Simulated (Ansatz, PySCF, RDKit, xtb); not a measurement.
# BSiH3BrClO: which of the isomers drawn lies lowest?, part 2 of 2

Which of a sample of isomers of BSiH3BrClO is the most stable in the gas at 298.15 K, and what are its properties? The sample is small against all isomers, and the most stable one of this formula need not be in it. One structure proposed beforehand is put among the starts (marked given), to see whether the search confirms or beats it.

xtb, Ansatz and PySCF; isolated molecules.

**12. The ranking**

Energies in kcal/mol from c434a; G adds the thermal terms to the CCSD(T)/def2-SVP + MP2/def2-TZVPP - MP2/def2-SVP energy. The columns left of the relaxed level are at the tight-binding geometries.

```csv
label,SMILES,spin,GFN2-xTB,HF/STO-3G,r2SCAN-D4/def2-SVP,"r2SCAN-D4/def2-SVP, relaxed",HF/def2-SVP,MP2/def2-SVP,CCSD(T)/def2-SVP + MP2/def2-TZVPP - MP2/def2-SVP,G,share at equilibrium,T1
c434a,ClBO[SiH2]Br,singlet,0.0,0.0,0.0,0.0,0.0,0.0,0.0,0.0,53.0 %,0.011
c708b,BO[Si@H](Cl)Br,singlet,2.8,5.2,2.8,3.7,2.5,4.2,0.5,0.5,23.2 %,0.011
c434b,ClBO[SiH2]Br,singlet,0.0,-0.3,-0.1,0.5,0.3,0.6,0.5,0.7,16.8 %,0.011
c198b,Cl[SiH2]OBBr,singlet,-1.8,-1.0,1.9,2.2,2.3,2.9,1.0,1.2,7.0 %,0.011
```

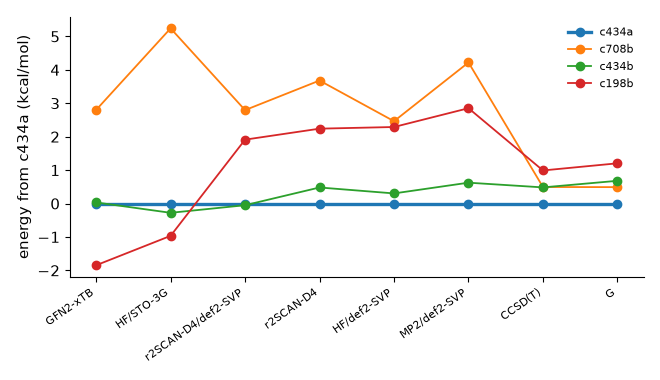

The finalists at each level, measured from c434a.

Lowest found: c434a, `ClBO[SiH2]Br`, a singlet of point group C1. Bond lengths: B1–Cl3 1.774 Å, B1–O4 1.346 Å, Br2–Si5 2.217 Å, O4–Si5 1.681 Å, B1–H6 1.202 Å, Si5–H7 1.479 Å, Si5–H8 1.483 Å. Angles: Cl3–B1–O4 120.4°, B1–O4–Si5 133.9°, Br2–Si5–O4 110.0°, Cl3–B1–H6 118.8°, O4–B1–H6 120.8°, Br2–Si5–H7 108.6°, Br2–Si5–H8 109.3°, O4–Si5–H7 105.9°, O4–Si5–H8 110.0°, H7–Si5–H8 112.9°.

```xyz
8

B     2.1641    1.2641   -2.3028
Br    0.2190    2.3711    0.9051
Cl    3.2718    0.6711   -1.0507
O     0.8406    1.3328   -2.0648
Si   -0.1290    0.9384   -0.7499
H     2.6156    1.5959   -3.3657
H    -1.5251    1.0861   -1.2164
H     0.1825   -0.4349   -0.2847
```

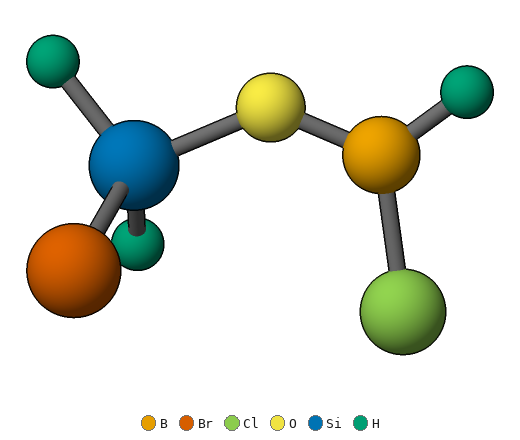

The lowest structure found, seen from a chosen angle (boron amber, bromine orange, chlorine green, oxygen yellow, silicon blue, hydrogen teal).

**13. Density, orbitals and dipole (PBE0/def2-TZVPD)**

input.yaml reads:

```yaml
crystal:
  periodic: [false, false, false]
  atoms:
    - symbol: B
      position_ang: [2.164131, 1.264068, -2.302750]
    - symbol: Br
      position_ang: [0.219050, 2.371076, 0.905139]
    - symbol: Cl
      position_ang: [3.271785, 0.671059, -1.050699]
    - symbol: O
      position_ang: [0.840618, 1.332785, -2.064824]
    - symbol: Si
      position_ang: [-0.129043, 0.938361, -0.749890]
    - symbol: H
      position_ang: [2.615561, 1.595944, -3.365749]
    - symbol: H
      position_ang: [-1.525103, 1.086080, -1.216410]
    - symbol: H
      position_ang: [0.182467, -0.434864, -0.284672]
basis:
  gaussian: {orbitals: def2-TZVPD}
hamiltonian: {xc: {name: PBE0}}
output: {forces: true, orbitals: {seedname: orbitals}}
```

Run with:

```sh
ansatz run input.yaml --threads 2 --pin off --max-ram 4350MiB --events-out events.jsonl --progress --plain --runs-dir runs
```

Output (excerpt; [...] marks lines left out):

```text
Warning: RAYON_NUM_THREADS=2 ignored (pool sized by the plan → 2); use --threads N
Functional definition: PBE0
  name "PBE0"
[...]
1578 factors; their error is unknown
[...]
mean field -93206.63039607 eV, -3425.2804893323 hartree, gradient 1.9e-5 eV, S^2 0.000000; 0 other end points of the search recorded, 0 dependent functions left out
[...]
reference -93206.63044703 eV, -3425.2804912053 hartree; 41, 41 occupied and 209, 209 virtual orbitals, 1578 factors
[...]
Atom 3 at     0.840618     1.332785    -2.064824 Å, force    -0.174076    -0.158174     0.455802 eV/Å
Atom 4 at    -0.129043     0.938361    -0.749890 Å, force     0.391867     0.160859    -0.443214 eV/Å
Atom 5 at     2.615561     1.595944    -3.365749 Å, force    -0.089393    -0.080971     0.254572 eV/Å
Atom 6 at    -1.525103     1.086080    -1.216410 Å, force     0.113202     0.002780     0.030866 eV/Å
Atom 7 at     0.182467    -0.434864    -0.284672 Å, force    -0.020900     0.132645    -0.021274 eV/Å
Dipole moment:    -0.224839    -0.139888    -0.107280 e Å
```

It took 21 s on 2 threads of AMD EPYC (Zen 3), shared host; peak memory 0.9 GiB.

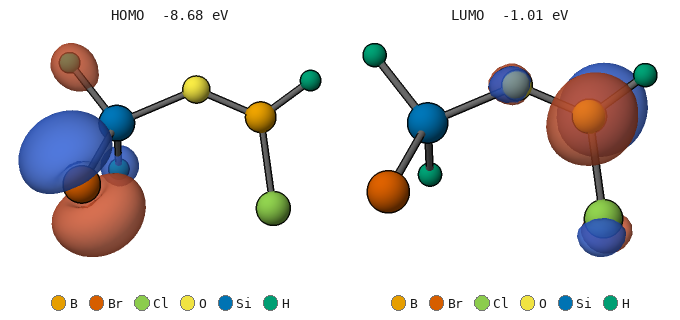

Frontier orbitals of this run, surfaces at ±0.2 Å^-3/2.

**14. Frequencies after a tight-binding relaxation (GFN2-xTB)**

start.xyz reads:

```xyz
8
c434a
B      2.164131     1.264068    -2.302750
Br     0.219050     2.371076     0.905139
Cl     3.271785     0.671059    -1.050699
O      0.840618     1.332785    -2.064824
Si    -0.129043     0.938361    -0.749890
H      2.615561     1.595944    -3.365749
H     -1.525103     1.086080    -1.216410
H      0.182467    -0.434864    -0.284672
```

Run with:

```sh
xtb start.xyz --gfn 2 --ohess tight
```

Output (excerpt; [...] marks lines left out):

```text
[...]
         ::                     SUMMARY                     ::
         :::::::::::::::::::::::::::::::::::::::::::::::::::::
         :: total energy             -17.389421427358 Eh    ::
         :: gradient norm              0.000178998417 Eh/a0 ::
         :: HOMO-LUMO gap              4.879691708112 eV    ::
         ::.................................................::
         :: SCC energy               -17.471510200237 Eh    ::
         :: -> isotropic ES            0.071010306108 Eh    ::
         :: -> anisotropic ES         -0.012289955946 Eh    ::
         :: -> anisotropic XC         -0.028690875350 Eh    ::
         :: -> dispersion             -0.006155725877 Eh    ::
         :: repulsion energy           0.082088772880 Eh    ::
         :: add. restraining           0.000000000000 Eh    ::
         :: total charge              -0.000000000000 e     ::
         :::::::::::::::::::::::::::::::::::::::::::::::::::::
[...]
          | TOTAL ENERGY              -17.389421427359 Eh   |
          | TOTAL ENTHALPY            -17.345226171760 Eh   |
          | TOTAL FREE ENERGY         -17.387203079813 Eh   |
          | GRADIENT NORM               0.000179009404 Eh/α |
[...]
```

Wall time 0.81 s (2 threads of AMD EPYC (Zen 3), shared host); peak memory 0.53 GiB.

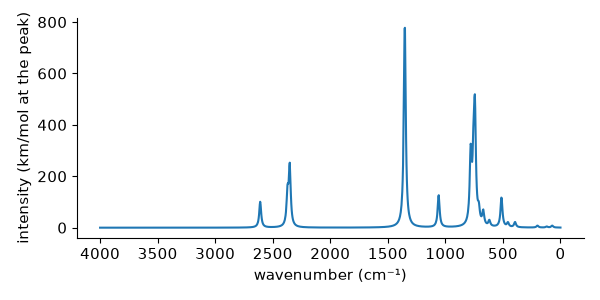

Harmonic infrared spectrum, unscaled, lines broadened by 10 cm⁻¹.

**15. Electronic excitations (TD-CAM-B3LYP/def2-SVPD)**

An in-house driver calls PySCF's response routines at TD-CAM-B3LYP/def2-SVPD; it has no typed input.

Output:

```text
coarse grid: 37840 points
cycle   1  E = -3425.2921168609  dE = -6.027e-01  |g| = 6.891e-01  |ddm| = 3.626e+00
cycle   2  E = -3425.2408873590  dE =  5.123e-02  |g| = 9.032e-01  |ddm| = 1.718e+00
cycle   3  E = -3425.3911607775  dE = -1.503e-01  |g| = 9.125e-02  |ddm| = 9.070e-01
cycle   4  E = -3425.3930857235  dE = -1.925e-03  |g| = 2.869e-02  |ddm| = 1.834e-01
cycle   5  E = -3425.3933250348  dE = -2.393e-04  |g| = 7.033e-03  |ddm| = 4.861e-02
cycle   6  E = -3425.3933320650  dE = -7.030e-06  |g| = 1.082e-03  |ddm| = 1.122e-02
final grid: 75280 points
cycle   7  E = -3425.3933444261  dE = -2.723e-07  |g| = 9.224e-04  |ddm| = 3.370e-03
cycle   8  E = -3425.3933444095  dE =  1.653e-08  |g| = 9.950e-04  |ddm| = 2.051e-03
cycle   9  E = -3425.3933445628  dE = -1.533e-07  |g| = 1.522e-04  |ddm| = 1.034e-03
cycle  10  E = -3425.3933445671  dE = -4.243e-09  |g| = 2.605e-05  |ddm| = 1.585e-04
cycle  11  E = -3425.3933445674  dE = -3.133e-10  |g| = 7.012e-06  |ddm| = 7.759e-05
converged SCF energy = -3425.3933445674

Static polarisability (au): isotropic 75.917, principal 66.403 77.823 83.527

Singlet excitations
state   eV       nm        f      main configurations
  1   6.6940    185.2   0.00437   H-2->L 0.43, H-1->L 0.36
  2   6.8582    180.8   0.01150   H->L 0.56, H->L+1 0.17, H->L+2 0.08
  3   7.1095    174.4   0.01242   H-4->L 0.33, H-2->L 0.22, H-1->L 0.15
  4   7.2548    170.9   0.01368   H-4->L 0.35, H-1->L+1 0.22, H-1->L 0.14
  5   7.5540    164.1   0.00249   H->L+3 0.43, H->L+1 0.25, H->L+2 0.17
  6   7.7059    160.9   0.07683   H-3->L 0.84
  7   7.9640    155.7   0.00862   H->L+1 0.29, H->L 0.20, H->L+3 0.11
  8   8.0309    154.4   0.01079   H-1->L+1 0.24, H-1->L+3 0.18, H-1->L+2 0.12

Triplet excitations (Tamm-Dancoff, eV): 6.2651 6.4578 6.7276
```

It took 34 s on 2 threads of AMD EPYC (Zen 3), shared host; peak memory 0.7 GiB.

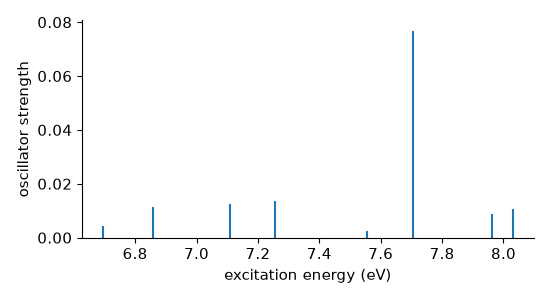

Vertical excitations as sticks.

The roots found:

```csv
excited state,energy (eV),strength
1,6.694,0.0044
2,6.858,0.0115
3,7.109,0.0124
4,7.255,0.0137
5,7.554,0.0025
6,7.706,0.0768
7,7.964,0.0086
8,8.031,0.0108
```

**16. NMR shieldings (GIAO PBE0/pcSseg-1)**

An in-house driver calls PySCF's response routines at GIAO PBE0/pcSseg-1; it has no typed input.

Output:

```text
coarse grid: 37840 points
cycle   1  E = -3424.8033657931  dE = -7.481e-01  |g| = 9.450e-01  |ddm| = 2.672e+00
cycle   2  E = -3424.6710741193  dE =  1.323e-01  |g| = 1.133e+00  |ddm| = 1.161e+00
cycle   3  E = -3424.8792381560  dE = -2.082e-01  |g| = 2.953e-01  |ddm| = 8.877e-01
cycle   4  E = -3424.8940058064  dE = -1.477e-02  |g| = 5.408e-02  |ddm| = 2.186e-01
cycle   5  E = -3424.8946141160  dE = -6.083e-04  |g| = 1.681e-02  |ddm| = 6.834e-02
cycle   6  E = -3424.8946802170  dE = -6.610e-05  |g| = 3.141e-03  |ddm| = 1.875e-02
cycle   7  E = -3424.8946817092  dE = -1.492e-06  |g| = 5.711e-04  |ddm| = 3.493e-03
final grid: 75280 points
cycle   8  E = -3424.8947044236  dE = -3.340e-08  |g| = 6.331e-04  |ddm| = 1.426e-03
cycle   9  E = -3424.8947044226  dE =  1.014e-09  |g| = 6.899e-04  |ddm| = 1.203e-03
cycle  10  E = -3424.8947044790  dE = -5.641e-08  |g| = 6.105e-05  |ddm| = 5.538e-04
cycle  11  E = -3424.8947044797  dE = -7.167e-10  |g| = 1.715e-05  |ddm| = 5.194e-05
converged SCF energy = -3424.8947044797

GIAO shielding tensors (ppm)
atom      isotropic    diamagn.    paramagn.     s11        s22        s33       span
  0 B       61.136     190.750    -129.613     40.116     52.022     91.272     51.156
  1 Br    2555.880    3125.233    -569.353   2126.521   2705.110   2836.010    709.488
  2 Cl     721.066    1149.060    -427.994    424.134    858.982    880.082    455.948
  3 O      130.623     397.757    -267.134     14.519     79.262    298.088    283.568
  4 Si     358.672     877.164    -518.492    331.681    364.446    379.889     48.207
  5 H       25.831      25.229       0.603     22.415     24.800     30.279      7.864
  6 H       25.621      27.933      -2.312     21.088     23.787     31.986     10.898
  7 H       25.346      29.931      -4.584     21.879     23.625     30.534      8.655
```

Wall time 20 s (2 threads of AMD EPYC (Zen 3), shared host); peak memory 0.83 GiB.

Isotropic shieldings, averaged over atoms that the bond graph makes equivalent (absolute, not shifts; non-relativistic, which misses 10 ppm and more beside bromine and heavier atoms):

```csv
atoms,shielding (ppm)
B1,61.1
Br2,2555.9
Cl3,721.1
O4,130.6
Si5,358.7
H6,25.83
"H7, H8",25.48
```

**17. The cation at the same geometry (PBE0/def2-TZVPD)**

input.yaml reads:

```yaml
crystal:
  periodic: [false, false, false]
  atoms:
    - {symbol: B, position_ang: [2.164131, 1.264068, -2.302750]}
    - {symbol: Br, position_ang: [0.219050, 2.371076, 0.905139]}
    - {symbol: Cl, position_ang: [3.271785, 0.671059, -1.050699]}
    - {symbol: O, position_ang: [0.840618, 1.332785, -2.064824]}
    - {symbol: Si, position_ang: [-0.129043, 0.938361, -0.749890]}
    - {symbol: H, position_ang: [2.615561, 1.595944, -3.365749]}
    - {symbol: H, position_ang: [-1.525103, 1.086080, -1.216410]}
    - {symbol: H, position_ang: [0.182467, -0.434864, -0.284672]}
basis:
  gaussian: {orbitals: def2-TZVPD}
total_charge: 1
magnetization: {spin_polarized: true, initial_magnetization: 1}
hamiltonian: {xc: pbe0}
```

Run with:

```sh
ansatz run input.yaml --threads 2 --pin off --max-ram 4350MiB --events-out events.jsonl --progress --plain --runs-dir runs
```

Output (excerpt; [...] marks lines left out):

```text
Warning: RAYON_NUM_THREADS=2 ignored (pool sized by the plan → 2); use --threads N
[... 2 set-up lines as earlier in the session ...]
[...]
1578 factors; their error is unknown
[...]
mean field -93195.92474928 eV, -3424.8870640694 hartree, gradient 1.0e-5 eV, S^2 0.754627; 7 other end points of the search recorded, 0 dependent functions left out
reference -93195.92479622 eV, -3424.8870657944 hartree; 41, 40 occupied and 209, 210 virtual orbitals, 1578 factors
Total energy: -93195.92479622 eV, -3424.8870657944 hartree
```

Run time: 3.2 min. Hardware: 2 threads of AMD EPYC (Zen 3), shared host; peak memory 1.7 GiB.

Difference from the parent: 10.71 eV.

**18. The anion at the same geometry (PBE0/def2-TZVPD)**

input.yaml reads:

```yaml
crystal:
  periodic: [false, false, false]
  atoms:
    - symbol: B
      position_ang: [2.164131, 1.264068, -2.302750]
    - symbol: Br
      position_ang: [0.219050, 2.371076, 0.905139]
    - symbol: Cl
      position_ang: [3.271785, 0.671059, -1.050699]
    - symbol: O
      position_ang: [0.840618, 1.332785, -2.064824]
    - symbol: Si
      position_ang: [-0.129043, 0.938361, -0.749890]
    - symbol: H
      position_ang: [2.615561, 1.595944, -3.365749]
    - symbol: H
      position_ang: [-1.525103, 1.086080, -1.216410]
    - symbol: H
      position_ang: [0.182467, -0.434864, -0.284672]
basis:
  gaussian: {orbitals: def2-TZVPD}
total_charge: -1
magnetization: {spin_polarized: true, initial_magnetization: 1}
hamiltonian: {xc: {name: PBE0}}
scf: {lower_state_search: "off"}
```

Run with:

```sh
ansatz run input.yaml --threads 2 --pin off --max-ram 4350MiB --events-out events.jsonl --progress --plain --runs-dir runs
```

Output (excerpt; [...] marks lines left out):

```text
Warning: RAYON_NUM_THREADS=2 ignored (pool sized by the plan → 2); use --threads N
[... 2 set-up lines as earlier in the session ...]
[...]
1578 factors; their error is unknown
[...]
mean field -93206.16979326 eV, -3425.2635624914 hartree, gradient 2.8e-6 eV, S^2 0.753954; 0 other end points of the search recorded, 0 dependent functions left out
reference -93206.16984507 eV, -3425.2635643953 hartree; 42, 41 occupied and 208, 209 virtual orbitals, 1578 factors
Total energy: -93206.16984507 eV, -3425.2635643953 hartree
Checks for a lower state left out: stability, starts, cluster_reference, orbital_swaps, neighbouring_geometries, increment
```

It took 26 s on 2 threads of AMD EPYC (Zen 3), shared host; peak memory 1.1 GiB.

Parent less the species with the added electron: -0.46 eV. The extra electron isn't bound at this geometry, so the number measures the basis, not the molecule.

**19. The triplet at the same geometry (PBE0/def2-TZVPD)**

input.yaml reads:

```yaml
basis:
  gaussian:
    orbitals: def2-TZVPD
crystal:
  periodic: [false, false, false]
  atoms:
    - {symbol: B, position_ang: [2.164131, 1.264068, -2.302750]}
    - {symbol: Br, position_ang: [0.219050, 2.371076, 0.905139]}
    - {symbol: Cl, position_ang: [3.271785, 0.671059, -1.050699]}
    - {symbol: O, position_ang: [0.840618, 1.332785, -2.064824]}
    - {symbol: Si, position_ang: [-0.129043, 0.938361, -0.749890]}
    - {symbol: H, position_ang: [2.615561, 1.595944, -3.365749]}
    - {symbol: H, position_ang: [-1.525103, 1.086080, -1.216410]}
    - {symbol: H, position_ang: [0.182467, -0.434864, -0.284672]}
magnetization:
  spin_polarized: true
  initial_magnetization: 2
hamiltonian:
  xc: pbe0
```

Run with:

```sh
ansatz run input.yaml --threads 2 --pin off --max-ram 4350MiB --events-out events.jsonl --progress --plain --runs-dir runs
```

Output (excerpt; [...] marks lines left out):

```text
Warning: RAYON_NUM_THREADS=2 ignored (pool sized by the plan → 2); use --threads N
[... 2 set-up lines as earlier in the session ...]
[...]
1578 factors; their error is unknown
[...]
mean field -93200.53943445 eV, -3425.0566506213 hartree, gradient 1.7e-5 eV, S^2 2.006230; 7 other end points of the search recorded, 0 dependent functions left out
reference -93200.53948913 eV, -3425.0566526308 hartree; 42, 40 occupied and 208, 210 virtual orbitals, 1578 factors
Total energy: -93200.53948913 eV, -3425.0566526308 hartree
```

It took 92 s on 2 threads of AMD EPYC (Zen 3), shared host; peak memory 1.2 GiB.

It lies 6.09 eV above the singlet.

**20. Outcome**

The summary covers parts 1 to 2.

| quantity | value |
| --- | --- |
| lowest structure found | ClBO[SiH2]Br, singlet, C1 |
| next finalist | BO[Si@H](Cl)Br, singlet, 0.5 kcal/mol higher in G |
| share at equilibrium, among the finalists | 53.0 % |
| funnel | 27 starts, 26 minima at GFN2-xTB, 11 screening runs, 5 relaxed, 4 ranked |
| CPU time of all runs | 57 min |
| harmonic wavenumbers, lowest and highest (r2SCAN-D4/def2-SVP) | 40 and 2675 cm⁻¹ |
| rotational constants, same geometry | 0.1094, 0.0333, 0.0277 cm⁻¹ |
| dipole moment (PBE0/def2-TZVPD) | 1.37 D |
| HOMO energy (PBE0/def2-TZVPD) | -8.68 eV |
| LUMO energy (PBE0/def2-TZVPD) | -1.01 eV |
| HOMO–LUMO gap (PBE0/def2-TZVPD) | 7.68 eV |
| lowest excitation (TD-CAM-B3LYP/def2-SVPD) | 6.69 eV (f = 0.004) |
| strongest of the states computed, same level | 7.71 eV (f = 0.077) |
| lowest triplet excitation, same level, Tamm-Dancoff | 6.27 eV |
| vertical ionisation energy | 10.71 eV |
| vertical electron affinity | -0.46 eV (unbound: the value depends on the basis) |
| vertical triplet less singlet | +6.09 eV |

What this shows: The lowest structure found is `ClBO[SiH2]Br`. Its margin of 0.5 kcal/mol is inside the likely error of CCSD(T)/def2-SVP + MP2/def2-TZVPP - MP2/def2-SVP with harmonic terms (about 1.5 kcal/mol), so the order of the first two is not settled. r2SCAN-D4/def2-SVP, r2SCAN-D4/def2-SVP, relaxed, HF/def2-SVP and MP2/def2-SVP already put its bonding pattern lowest among the structures in one piece; GFN2-xTB favours the singlet Cl[SiH2]OBBr (c198a, not a finalist); HF/STO-3G favours the singlet Cl[SiH2]OBBr. The largest share of the time went into the vibrations (37 %). The search beats the structure proposed beforehand. Lowest found is not proven lowest: the search is finite, and each finalist counts with one conformer. Only 11 drawn patterns were tried, so whole families of isomers are missing, and the result ranks this sample alone. The lowest isomer need not be the one that is made and kept in a bottle, which depends on barriers.
